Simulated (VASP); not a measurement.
# ZrTiSi2: structure and properties in VASP

Aim: relax ZrTiSi2, then compute properties on the relaxed cell. The steps: rough relaxation of the start cell, full relaxation (LDA), single point with fields (LDA), bands along the symmetry lines (LDA), density of states (LDA), bands along the symmetry lines (TB-mBJ), volume scan with LDA, fit for LDA and bands along the symmetry lines (LDA), changed input. The cell is invented: it takes the structure of a Materials Project entry for ZrTiC2 (space group 166 there), with some of its atoms replaced by other elements, volume scaled by an estimate. It may not be a known or stable phase. The atoms of the start are displaced at random from the sites of a R-3m cell.

Calculated with VASP 6.6.1; LDA; plane waves and PAW (Zr_sv, Ti_sv, Si), in the first sound run; inputs show where later runs differ.

## Step 1: The structure

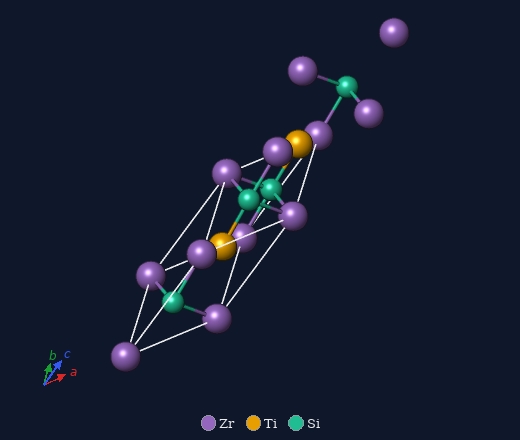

The cell as given, from a free direction (zirconium purple, titanium orange, silicon teal). 1×1×2 cells are drawn. Bonds to atoms that aren't drawn are left out. Some periodic images of atoms are drawn too.

Structure file:

```cif
data_structure
_symmetry_space_group_name_H-M 'P 1'
_symmetry_Int_Tables_number 1
_cell_length_a 5.9832
_cell_length_b 5.9832
_cell_length_c 5.9832
_cell_angle_alpha 33.806
_cell_angle_beta 33.806
_cell_angle_gamma 33.806
_cell_volume 59.08
loop_
_atom_site_label
_atom_site_type_symbol
_atom_site_fract_x
_atom_site_fract_y
_atom_site_fract_z
_atom_site_occupancy
Zr1 Zr 0.00017 0.00169 0.99608 1
Ti2 Ti 0.50946 0.49593 0.49370 1
Si3 Si 0.24244 0.24339 0.24785 1
Si4 Si 0.75524 0.76023 0.75117 1
```

## Step 2: Rough relaxation of the start cell

The start is only an estimate, so a cheap relaxation brings it near a minimum before any careful run. LDA, the lowest rung, knows the local density alone.

INCAR

```
SYSTEM = ZrTiSi2
PREC = Normal
ENCUT = 400
EDIFF = 1E-05
NELM = 60
ISMEAR = -1
SIGMA = 0.05
LREAL = .FALSE.
ALGO = Fast
GGA = CA
NBANDS = 22
LORBIT = 11
LWAVE = .FALSE.
LCHARG = .FALSE.
KPAR = 2
IBRION = 2
NSW = 40
ISIF = 3
EDIFFG = -0.04
```

POSCAR

```
ZrTiSi2
1.0
    1.7396200000      1.0043700000      5.6358760000
   -1.7396200000      1.0043700000      5.6358760000
    0.0000000000     -2.0087400000      5.6358760000
Zr Ti Si
1 1 2
Direct
    0.0001690000      0.0016950000     -0.0039240000
    0.5094620000      0.4959330000      0.4937030000
    0.2424440000      0.2433890000      0.2478460000
    0.7552420000      0.7602290000      0.7511660000
```

KPOINTS

```
Automatic mesh
0
Gamma
6 6 6
0 0 0
```

Potentials, in the order of the species: Zr_sv, Ti_sv and Si (LDA family, release 64).

Started as:

```sh
mpirun -np 2 vasp_std
```

Log:

```text
[banner, memory and clock lines left out]
running    2 mpi-ranks, on    1 nodes
 distrk:  each k-point on    1 cores,    2 groups
 distr:  one band on    1 cores,    1 groups

 POSCAR found type information on POSCAR ZrTiSi
 POSCAR found :  3 types and       4 ions
 LDA part: xc-table for (Slater(with rela. corr.)+CA(PZ))
 , standard interpolation
 POSCAR, INCAR and KPOINTS ok, starting setup
 FFT: planning ... GRIDC
 FFT: planning ... GRID_SOFT
 FFT: planning ... GRID
 WAVECAR not read
 entering main loop
       N       E                     dE             d eps       ncg     rms          rms(c)
DAV:   1     0.279822860108E+03    0.27982E+03   -0.13751E+04  4936   0.129E+03
DAV:   2    -0.742851190327E+01   -0.28725E+03   -0.27605E+03  5154   0.394E+02
DAV:   3    -0.329278260931E+02   -0.25499E+02   -0.24493E+02  8772   0.101E+02
DAV:   4    -0.342446599293E+02   -0.13168E+01   -0.13099E+01  6340   0.200E+01
DAV:   5    -0.343035005097E+02   -0.58841E-01   -0.58830E-01  7478   0.394E+00    0.271E+01
RMM:   6    -0.317871067957E+02    0.25164E+01   -0.15348E+01  5932   0.260E+01    0.106E+01
RMM:   7    -0.316085776681E+02    0.17853E+00   -0.32654E+00  6193   0.126E+01    0.649E+00
RMM:   8    -0.315602633180E+02    0.48314E-01   -0.16102E+00  6851   0.666E+00    0.182E+00
RMM:   9    -0.315548548635E+02    0.54085E-02   -0.42376E-01  5843   0.581E+00    0.140E+00
RMM:  10    -0.315621917695E+02   -0.73369E-02   -0.26266E-01  6464   0.367E+00    0.765E-01
RMM:  11    -0.315594918203E+02    0.26999E-02   -0.81292E-02  7013   0.183E+00    0.363E-01
RMM:  12    -0.315645348273E+02   -0.50430E-02   -0.60362E-02  7512   0.111E+00    0.343E-01
RMM:  13    -0.315694277033E+02   -0.48929E-02   -0.35829E-02  6943   0.927E-01    0.591E-01
RMM:  14    -0.315684081595E+02    0.10195E-02   -0.30443E-02  6354   0.116E+00    0.131E-01
RMM:  15    -0.315696830949E+02   -0.12749E-02   -0.13775E-02  7609   0.588E-01    0.125E-01
RMM:  16    -0.315706104111E+02   -0.92732E-03   -0.99005E-03  7148   0.419E-01    0.141E-01
RMM:  17    -0.315712575936E+02   -0.64718E-03   -0.66150E-03  6690   0.354E-01    0.164E-01
RMM:  18    -0.315717397660E+02   -0.48217E-03   -0.53414E-03  6620   0.308E-01    0.136E-01
RMM:  19    -0.315720592856E+02   -0.31952E-03   -0.38034E-03  6761   0.294E-01    0.835E-02
RMM:  20    -0.315723444545E+02   -0.28517E-03   -0.32325E-03  6485   0.256E-01    0.650E-02
RMM:  21    -0.315725315221E+02   -0.18707E-03   -0.23096E-03  5984   0.220E-01    0.565E-02
RMM:  22    -0.315726840668E+02   -0.15254E-03   -0.19696E-03  6371   0.217E-01    0.664E-02
RMM:  23    -0.315728281429E+02   -0.14408E-03   -0.15841E-03  6193   0.189E-01    0.882E-02
RMM:  24    -0.315729394097E+02   -0.11127E-03   -0.12441E-03  5531   0.150E-01    0.454E-02
RMM:  25    -0.315730359400E+02   -0.96530E-04   -0.10600E-03  5192   0.128E-01    0.362E-02
RMM:  26    -0.315731124887E+02   -0.76549E-04   -0.84181E-04  4776   0.111E-01    0.344E-02
RMM:  27    -0.315731785583E+02   -0.66070E-04   -0.72424E-04  4919   0.100E-01    0.334E-02
RMM:  28    -0.315732327995E+02   -0.54241E-04   -0.59742E-04  4979   0.936E-02    0.328E-02
RMM:  29    -0.315732817218E+02   -0.48922E-04   -0.52159E-04  5045   0.871E-02    0.381E-02
RMM:  30    -0.315733197941E+02   -0.38072E-04   -0.42547E-04  4534   0.758E-02    0.406E-02
RMM:  31    -0.315733553326E+02   -0.35539E-04   -0.37468E-04  4837   0.710E-02    0.455E-02
RMM:  32    -0.315733830693E+02   -0.27737E-04   -0.30893E-04  4089   0.629E-02    0.479E-02
RMM:  33    -0.315734062430E+02   -0.23174E-04   -0.26632E-04  3876   0.580E-02    0.501E-02
RMM:  34    -0.315734273052E+02   -0.21062E-04   -0.22939E-04  4130   0.542E-02    0.528E-02
RMM:  35    -0.315734413281E+02   -0.14023E-04   -0.19014E-04  4114   0.508E-02    0.520E-02
RMM:  36    -0.315734554797E+02   -0.14152E-04   -0.17690E-04  4537   0.479E-02    0.534E-02
RMM:  37    -0.315734663550E+02   -0.10875E-04   -0.14117E-04  3812   0.435E-02    0.533E-02
RMM:  38    -0.315734769315E+02   -0.10577E-04   -0.13199E-04  3986   0.404E-02    0.533E-02
RMM:  39    -0.315734855067E+02   -0.85752E-05   -0.10512E-04  3593   0.379E-02    0.542E-02
RMM:  40    -0.315734941063E+02   -0.85996E-05   -0.10147E-04  3486   0.352E-02    0.552E-02
RMM:  41    -0.315735007185E+02   -0.66121E-05   -0.80749E-05  3425   0.334E-02
   1 F= -.31573501E+02 E0= -.31569689E+02  d E =-.315735E+02
 curvature:   0.00 expect dE= 0.000E+00 dE for cont linesearch  0.000E+00
 trial: gam= 0.00000 g(F)=  0.599E-01 g(S)=  0.296E+01 ort = 0.000E+00 (trialstep = 0.100E+01)
 search vector abs. value=  0.302E+01
 bond charge predicted
       N       E                     dE             d eps       ncg     rms          rms(c)
DAV:   1    -0.849979807236E+02   -0.53424E+02   -0.86246E+02  7836   0.305E+02    0.955E+01
RMM:   2    -0.123587704474E+03   -0.38590E+02   -0.25489E+02  5608   0.144E+02    0.541E+01
RMM:   3    -0.446189325515E+02    0.78969E+02   -0.14821E+02  6734   0.754E+01    0.272E+01
RMM:   4    -0.313801810162E+02    0.13239E+02   -0.12647E+02  6770   0.573E+01    0.878E+00
RMM:   5    -0.320634736285E+02   -0.68329E+00   -0.46195E+01  6825   0.258E+01    0.112E+01
RMM:   6    -0.309836577731E+02    0.10798E+01   -0.31148E+01  6455   0.265E+01    0.120E+01
RMM:   7    -0.305812994188E+02    0.40236E+00   -0.18013E+01  6609   0.203E+01    0.789E+00
RMM:   8    -0.307630350606E+02   -0.18174E+00   -0.13466E+01  6382   0.226E+01    0.790E+00
RMM:   9    -0.324145152027E+02   -0.16515E+01   -0.10857E+01  6450   0.128E+01    0.821E+00
RMM:  10    -0.308949795175E+02    0.15195E+01   -0.60101E+00  6315   0.166E+01    0.253E+00
RMM:  11    -0.309616254065E+02   -0.66646E-01   -0.17647E+00  6997   0.625E+00    0.205E+00
RMM:  12    -0.309431615539E+02    0.18464E-01   -0.17428E+00  6708   0.642E+00    0.998E-01
RMM:  13    -0.310287872018E+02   -0.85626E-01   -0.97837E-01  7100   0.404E+00    0.802E-01
RMM:  14    -0.311053179231E+02   -0.76531E-01   -0.92774E-01  6817   0.432E+00    0.445E-01
RMM:  15    -0.311631528977E+02   -0.57835E-01   -0.61961E-01  7638   0.276E+00    0.499E-01
RMM:  16    -0.312112787094E+02   -0.48126E-01   -0.53823E-01  7919   0.228E+00    0.533E-01
RMM:  17    -0.312462078384E+02   -0.34929E-01   -0.37523E-01  7877   0.202E+00    0.626E-01
RMM:  18    -0.312817452588E+02   -0.35537E-01   -0.41511E-01  7229   0.181E+00    0.625E-01
RMM:  19    -0.313014993057E+02   -0.19754E-01   -0.24965E-01  7173   0.171E+00    0.559E-01
RMM:  20    -0.313298246857E+02   -0.28325E-01   -0.32959E-01  6963   0.159E+00    0.508E-01
RMM:  21    -0.313457651297E+02   -0.15940E-01   -0.17462E-01  7552   0.139E+00    0.510E-01
RMM:  22    -0.313668614743E+02   -0.21096E-01   -0.22968E-01  7549   0.125E+00    0.502E-01
RMM:  23    -0.313785728665E+02   -0.11711E-01   -0.12972E-01  7513   0.114E+00    0.487E-01
RMM:  24    -0.313934799709E+02   -0.14907E-01   -0.15949E-01  7241   0.110E+00    0.371E-01
RMM:  25    -0.314023990210E+02   -0.89191E-02   -0.99751E-02  7412   0.109E+00    0.215E-01
RMM:  26    -0.314123572801E+02   -0.99583E-02   -0.11629E-01  7158   0.935E-01    0.204E-01
RMM:  27    -0.314192631461E+02   -0.69059E-02   -0.78257E-02  6985   0.855E-01    0.211E-01
RMM:  28    -0.314272744278E+02   -0.80113E-02   -0.85982E-02  7088   0.758E-01    0.219E-01
RMM:  29    -0.314327459618E+02   -0.54715E-02   -0.61269E-02  6839   0.722E-01    0.161E-01
RMM:  30    -0.314384885968E+02   -0.57426E-02   -0.62647E-02  6642   0.649E-01    0.136E-01
[...]
RMM:  49    -0.314821216501E+02   -0.10378E-02   -0.10965E-02  4885   0.183E-01    0.293E-01
RMM:  50    -0.314830296993E+02   -0.90805E-03   -0.96681E-03  4330   0.173E-01    0.298E-01
RMM:  51    -0.314839349639E+02   -0.90526E-03   -0.95812E-03  3841   0.163E-01    0.304E-01
RMM:  52    -0.314847384095E+02   -0.80345E-03   -0.86173E-03  4983   0.163E-01    0.308E-01
RMM:  53    -0.314855486017E+02   -0.81019E-03   -0.84340E-03  4728   0.150E-01    0.317E-01
RMM:  54    -0.314862970754E+02   -0.74847E-03   -0.77933E-03  4347   0.142E-01    0.324E-01
RMM:  55    -0.314869911092E+02   -0.69403E-03   -0.74357E-03  4345   0.134E-01    0.325E-01
RMM:  56    -0.314876732935E+02   -0.68218E-03   -0.70757E-03  3931   0.128E-01    0.331E-01
RMM:  57    -0.314883157213E+02   -0.64243E-03   -0.65931E-03  4867   0.126E-01    0.341E-01
RMM:  58    -0.314889334398E+02   -0.61772E-03   -0.64599E-03  3890   0.117E-01    0.345E-01
RMM:  59    -0.314894914293E+02   -0.55799E-03   -0.58665E-03  3608   0.111E-01    0.349E-01
RMM:  60    -0.314900527941E+02   -0.56136E-03   -0.59098E-03  3540   0.106E-01
|                                                                             |
|           W    W    AA    RRRRR   N    N  II  N    N   GGGG   !!!           |
|           W    W   A  A   R    R  NN   N  II  NN   N  G    G  !!!           |
|           W    W  A    A  R    R  N N  N  II  N N  N  G       !!!           |
|           W WW W  AAAAAA  RRRRR   N  N N  II  N  N N  G  GGG   !            |
|           WW  WW  A    A  R   R   N   NN  II  N   NN  G    G                |
|           W    W  A    A  R    R  N    N  II  N    N   GGGG   !!!           |
|                                                                             |
|     The electronic self-consistency was not achieved in the given           |
|     number of steps (NELM). The forces and other quantities evaluated       |
|     might not be reliable so examine the results carefully. If you find     |
|     spurious results, we suggest increasing NELM, if you were close to      |
|     convergence or switching to a different ALGO or adjusting the           |
|     density mixing parameters otherwise.                                    |
|                                                                             |

   2 F= -.31490053E+02 E0= -.31485549E+02  d E =0.834479E-01
[...]
WARNING in EDDRMM: call to ZHEGV failed, returncode =   8  4      6
[...]
WARNING in EDDRMM: call to ZHEGV failed, returncode =   8  4      4
[... from here on, the cycles between the ionic steps are left out ...]
   3 F= -.32216696E+02 E0= -.32212311E+02  d E =-.643195E+00
   4 F= -.32216576E+02 E0= -.32212182E+02  d E =-.643076E+00
   5 F= -.32224614E+02 E0= -.32220934E+02  d E =-.803786E-02
   6 F= -.32231650E+02 E0= -.32228748E+02  d E =-.150733E-01
[...]
WARNING in EDDRMM: call to ZHEGV failed, returncode =   6  3     11
   7 F= -.32232031E+02 E0= -.32229167E+02  d E =-.154551E-01
[...]
WARNING in EDDRMM: call to ZHEGV failed, returncode =   6  3     10
   8 F= -.32234986E+02 E0= -.32231896E+02  d E =-.295506E-02
   9 F= -.32235057E+02 E0= -.32231999E+02  d E =-.302567E-02
  10 F= -.32235119E+02 E0= -.32231836E+02  d E =-.622132E-04
  11 F= -.32235590E+02 E0= -.32232408E+02  d E =-.533092E-03
 curvature:  -0.55 expect dE=-0.283E-03 dE for cont linesearch -0.613E-06
 trial: gam= 0.29590 g(F)=  0.352E-03 g(S)=  0.165E-03 ort =-0.581E-04 (trialstep = 0.114E+01)
 search vector abs. value=  0.746E-03
 bond charge predicted
       N       E                     dE             d eps       ncg     rms          rms(c)
DAV:   1    -0.322362287107E+02   -0.64745E-03   -0.95242E-02  5174   0.313E+00    0.188E-01
RMM:   2    -0.322360397336E+02    0.18898E-03   -0.43855E-03  6067   0.588E-01    0.101E-01
RMM:   3    -0.322359475030E+02    0.92231E-04   -0.81333E-04  6531   0.252E-01    0.627E-02
RMM:   4    -0.322358800900E+02    0.67413E-04   -0.41474E-04  6816   0.163E-01    0.197E-02
RMM:   5    -0.322358917762E+02   -0.11686E-04   -0.15970E-04  6519   0.861E-02    0.818E-03
RMM:   6    -0.322358992063E+02   -0.74300E-05   -0.86477E-05  5568   0.521E-02
  12 F= -.32235899E+02 E0= -.32232641E+02  d E =-.309122E-03
 trial-energy change:   -0.000309  1 .order   -0.000305   -0.000567   -0.000044
 step:   1.2306(harm=  1.2306)  dis= 0.00317  next Energy=   -32.235897 (dE=-0.307E-03)
 reached required accuracy - stopping structural energy minimisation
```

Run time: 16 min. Hardware: 2 MPI ranks of Intel Xeon Platinum 8259CL at 2.50GHz (Skylake/Cascade Lake), shared host; peak memory 0.47 GiB; 31 min of CPU time.

The logs omit lines about the potential files and the build; timing stands in the text.

OUTCAR, selected parts (step 2):

```text
ion  position               nearest neighbor table
   1  0.000  0.002  0.996-   3 2.48   3 2.51   3 2.51   4 2.51   4 2.51   4 2.52
   2  0.509  0.496  0.494-   3 2.37   4 2.38   4 2.39   3 2.41   4 2.42   3 2.43
   3  0.242  0.243  0.248-   2 2.37   2 2.41   2 2.43   1 2.48   1 2.51   1 2.51
   4  0.755  0.760  0.751-   2 2.38   2 2.39   2 2.42   1 2.51   1 2.51   1 2.52

  LATTYP: Found a trigonal (rhomboedric) cell.
 ALAT       =     5.9831542792
 COS(alpha) =     0.8309253969

 Subroutine GETGRP returns: Found  1 space group operations
 (whereof  1 operations were pure point group operations)

The static configuration has the point symmetry C_1 .

 Found    112 irreducible k-points:

   k-points           NKPTS =    112   k-points in BZ     NKDIM =    112   number of bands    NBANDS=     22

   dimension x,y,z NGX =    30 NGY =   30 NGZ =   30
   dimension x,y,z NGXF=    60 NGYF=   60 NGZF=   60

   ENCUT  =  400.0 eV  29.40 Ry    5.42 a.u.   9.76  9.76  9.76*2*pi/ulx,y,z

   NELECT =      32.0000    total number of electrons

 k-points in reciprocal lattice and weights: Automatic mesh
   0.00000000  0.00000000  0.00000000       0.005
   0.16666667  0.00000000  0.00000000       0.009
   0.00000000  0.16666667  0.00000000       0.009
   0.00000000  0.00000000  0.16666667       0.009
   0.33333333  0.00000000 -0.00000000       0.009
   0.00000000  0.33333333 -0.00000000       0.009
  -0.00000000 -0.00000000  0.33333333       0.009
   0.50000000  0.00000000 -0.00000000       0.005
   0.00000000  0.50000000 -0.00000000       0.005
[...]
0.50000000  0.33333333 -0.33333333       0.009
   0.50000000  0.50000000  0.50000000       0.005

 average (electrostatic) potential at core
       1 -74.1981       2 -71.7733       3 -81.2273       4 -81.2280

 E-fermi :   8.9126

 k-point     1 :       0.0000    0.0000    0.0000
  band No.  band energies     occupation
    ...
     11       3.8675      2.00000
     12       6.5680      2.00000
     13       6.5693      2.00000
     14       8.6300      1.99300
     15       8.6313      1.99282
     16       9.1845      0.00866
     17       9.4441      0.00005
     18       9.4442      0.00005
     19      11.3282      0.00000
     20      11.3296      0.00000
    ...

 k-point     2 :       0.1667    0.0000    0.0000
  band No.  band energies     occupation
    ...
     12       6.4146      2.00000
     13       6.7713      2.00000
     14       7.8762      2.00000
     15       8.2145      2.00000
     16       8.3845      1.99995
     17       9.2997      0.00087
     18       9.5677      0.00000
     19      11.0111      0.00000
     20      11.0146      0.00000
     21      11.8674      0.00000
    ...

 k-point     3 :       0.0000    0.1667    0.0000
  band No.  band energies     occupation
    ...
     12       6.4145      2.00000
     13       6.7712      2.00000
     14       7.8763      2.00000
     15       8.2144      2.00000
     16       8.3845      1.99995
     17       9.2997      0.00087
     18       9.5677      0.00000
     19      11.0112      0.00000
     20      11.0147      0.00000
     21      11.8676      0.00000
    ...

  Total        0.0120429      0.0083938     -0.0334060      0.0006023     -0.0020391      0.0011181
  in kB        0.2832292      0.1974087     -0.7856504      0.0141646     -0.0479553      0.0262968
  external PRESSURE =      -0.1016708 kB  Pullay stress =       0.0000000 kB

  energy-cutoff  :      400.00
  volume of cell :       68.12
      direct lattice vectors                 reciprocal lattice vectors
     1.856130038  1.072210126  5.706936033     0.269369471  0.155491156  0.058401923
    -1.856257522  1.072209638  5.707003672    -0.269367384  0.155491206  0.058395897
    -0.000064042 -2.143318662  5.706735791     0.000001105 -0.310995117  0.058428912

 POSITION                                       TOTAL-FORCE (eV/Angst)
 -----------------------------------------------------------------------------------
      0.00257     -2.13508      5.70240         0.006707      0.000097      0.010858
      0.00303      0.00905      8.55653        -0.012813      0.000635      0.000833
      0.00274      0.00845      4.15407         0.002483      0.001031     -0.011656
      0.00258      0.00913     12.95965         0.003623     -0.001764     -0.000035
 -----------------------------------------------------------------------------------
    total drift:                               -0.007101      0.005926      0.000464

  FREE ENERGIE OF THE ION-ELECTRON SYSTEM (eV)
  ---------------------------------------------------
  free  energy   TOTEN  =       -32.2358992063 eV

  energy  without entropy=      -32.2293822781  energy(sigma->0) =      -32.23264074

 reached required accuracy - stopping structural energy minimisation

 total charge
# of ion       s       p       d       tot
------------------------------------------
    1        2.161   5.984   1.786   9.932
    2        2.173   6.139   2.074  10.386
    3        0.813   0.973   0.000   1.786
    4        0.813   0.973   0.000   1.785
--------------------------------------------------
tot          5.960  14.068   3.860  23.889

[... 3 further parts left out ...]
```

The k-mesh is coarse for a metal. This relaxation is a rough one on cheap settings, only to bring the start near its minimum. After so large a change of volume the plane waves of the start cell no longer fit, so the final stress carries a basis-set error.

(Part 1 of 6 ends here.)

[Lines on the potential files, build, host, timing and source positions are cut from VASP's logs without a mark.]

[Logs are printed without paths, hosts, clocks, repeated set-up lines and the standing remarks that a program may print on its own settings, such as how far it seeks lower states.]

[Hosts, paths, dates, database ids (printed as entryN), source tags and the programs' standing remarks are cut or masked in the printed files.]

[A measured line is paired with the nearest computed mode of its activity, which favours agreement.]
